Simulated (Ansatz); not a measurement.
## Run report: Si2NH7OF4, single-point calculation

The run: single-point calculation of Si2NH7OF4. Method and program: RKS PBE0-D4/def2-TZVPP (Ansatz 0.2.0).

The geometry is the reactant side of a reaction. The reaction was set up to form Si1–N8, H7–F10 and O2–H9 and to break Si1–O2, H7–N8 and H9–F10 (atoms counted from 1 in the order of the input); sticks are drawn by distance alone. The geometry comes from this level: PBE0-D4/def2-TZVP.

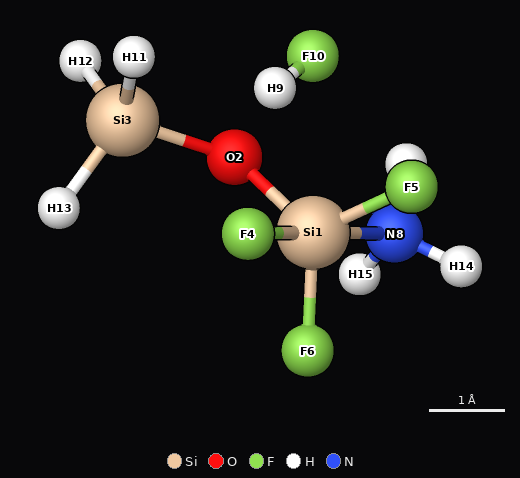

The input geometry (ball-and-stick view, seen at a tilt; atoms are numbered from 1 in the order of the input).

## The input
```yaml
crystal:
  periodic: [false, false, false]
  atoms:
    - {symbol: Si, position_ang: [-0.795953, 0.651175, 0.595810]}
    - {symbol: O, position_ang: [0.086287, -0.108781, -0.598487]}
    - {symbol: Si, position_ang: [-0.221015, 0.006945, -2.247245]}
    - {symbol: F, position_ang: [-1.693802, 1.518509, -0.443610]}
    - {symbol: F, position_ang: [-0.165578, 1.908449, 1.355811]}
    - {symbol: F, position_ang: [-2.040554, -0.101405, 1.267408]}
    - {symbol: H, position_ang: [1.288374, -0.402743, 1.723989]}
    - {symbol: N, position_ang: [0.286467, -0.435875, 1.909380]}
    - {symbol: H, position_ang: [1.566247, -0.642601, -0.279650]}
    - {symbol: F, position_ang: [2.388672, -0.914017, 0.119477]}
    - {symbol: H, position_ang: [0.004570, 1.385801, -2.730112]}
    - {symbol: H, position_ang: [0.769867, -0.911107, -2.860171]}
    - {symbol: H, position_ang: [-1.593500, -0.457849, -2.542829]}
    - {symbol: H, position_ang: [0.112072, -0.085244, 2.845192]}
    - {symbol: H, position_ang: [0.007745, -1.411457, 1.884933]}
basis:
  gaussian: {orbitals: def2-TZVPP}
hamiltonian: {xc: pbe0, dispersion: d4}
output: {orbitals: {seedname: orbitals}}
```

Machine: 4 CPU threads, shared host.

Launch command:
```bash
ansatz run in.yaml --threads 4 --pin off --events-out ev --progress --plain --max-ram 66560MiB --backend cuda --devices 0, --max-vram 37GiB
```

## Output
```
Functional definition: PBE0
  name "PBE0"
  cite "Adamo & Barone, J. Chem. Phys. 110, 6158 (1999) doi:10.1063/1.478522"
  cite "Perdew, Burke & Ernzerhof, Phys. Rev. Lett. 77, 3865 (1996) doi:10.1103/PhysRevLett.77.3865"
  parent pbe
  parameter a = 0.25
  parameter kappa = 0.804
  parameter beta = 0.06672455060314922
  exchange = (1 - a)*pbe_x(kappa = kappa, mu = beta*pi^2/3) + a*exact_x
  correlation = pbe_c(beta = beta)
1925 factors; their error is unknown
mean field evaluation 1: about -30258.2991 eV, gradient 8.5e1 eV
mean field evaluation 2: about -30250.0346 eV, gradient 1.1e2 eV
mean field evaluation 4: about -30268.8440 eV, gradient 4.8e0 eV
mean field evaluation 8: about -30268.8779 eV, gradient 5.4e-2 eV
mean field evaluation 16: about -30268.9570 eV, gradient 1.0e-4 eV
mean field -30268.95699224 eV, -1112.3636524290 hartree, gradient 3.3e-5 eV, S^2 0.000000; 0 other end points of the search recorded, 0 dependent functions left out
reference -30268.95702699 eV, -1112.3636537061 hartree; 43, 43 occupied and 325, 325 virtual orbitals, 1925 factors
Total energy: -30269.26956829 eV, -1112.3751393867 hartree
```

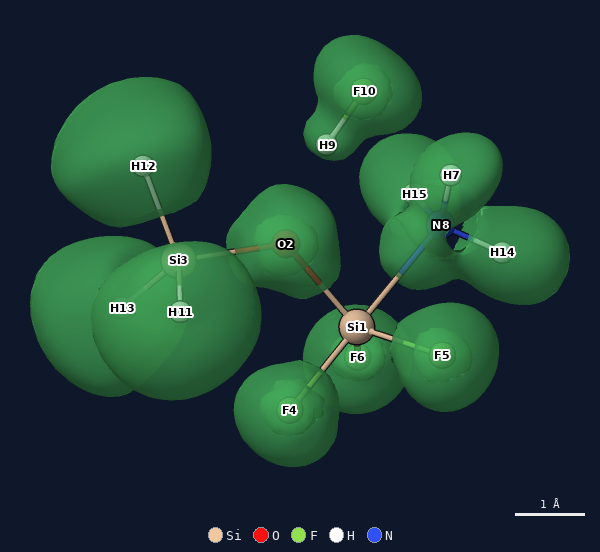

Isosurface of the ELF at 0.75 (green), seen at a tilt. Core shells and regions of very low density are left out. Values along the shortest contacts: O2···H9 (1.61 Å): the ELF is only about 0.25 between them (by its geometry a hydrogen bond between the two molecules, with no shared pair). Si–F (1.60 Å): the ELF peaks at about 0.85 between the atoms, which marks a shared but strongly polarised pair.

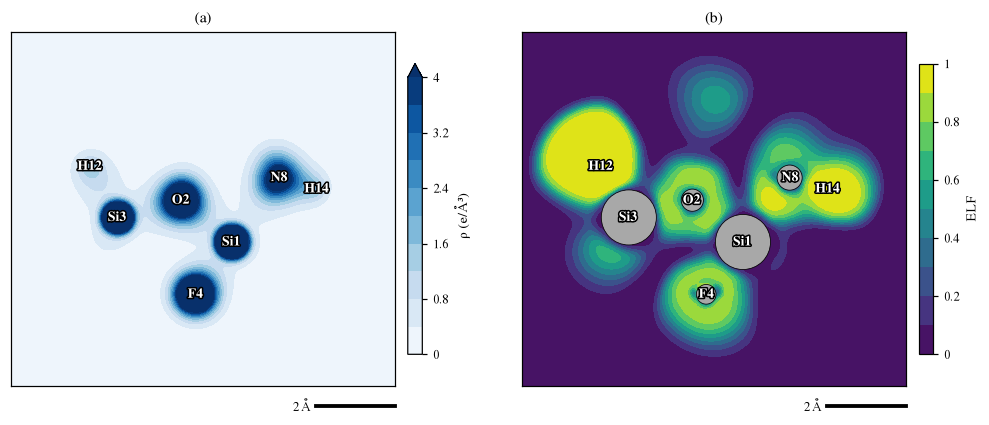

(a) electron density; (b) ELF on the plane of atoms O2, Si1 and F4. Grey discs, where drawn, cover atomic cores. The section cuts through Si, O, F, N and H sites. Si–F (1.62 Å): ρ at the midpoint is about 1.1 e/Å³; the ELF peaks at about 0.85 between the atoms, which marks a shared but strongly polarised pair. N–H (1.01 Å): ρ at the midpoint is about 3 e/Å³, with its minimum of 2.3 e/Å³ about 0.8 Å from N; the ELF climbs to about 1 towards the hydrogen, as it does in any bond to H; a covalent bond by its length. Si–H (1.48 Å): ρ at the midpoint is about 0.83 e/Å³; the ELF climbs to about 1 towards the hydrogen.

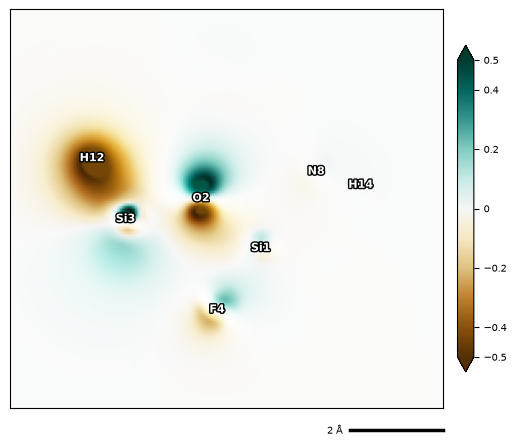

The HOMO−1 on the plane of atoms O2, Si1 and F4 (values in Å⁻³ᐟ²; the overall sign is arbitrary). It lies mainly on Si3 (35 %), H12 (25 %), H13 (20 %) and O2 (10 %). Its energy is −9.63 eV.

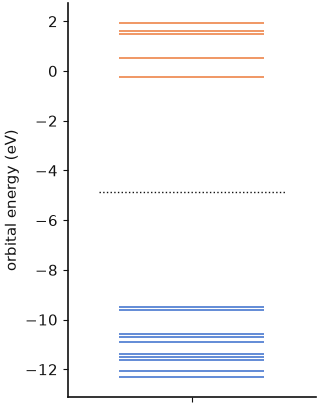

Orbital energies near the frontier; the dotted line parts filled from empty levels, and levels within 0.02 eV of each other stand side by side. Highest filled −9.48 eV, lowest empty −0.25 eV, 9.23 eV apart.

## Results in brief

```csv
quantity,value
outcome,converged
total energy,−30269.2696 eV
mean-field energy,−30268.9570 eV
dispersion energy,−0.3125 eV
SCF solution under orbital rotations,stable
HOMO,−9.48 eV
LUMO,−0.25 eV
wall time,3.1 s (CPU time 3.6 s)
peak memory,0.88 GiB
```
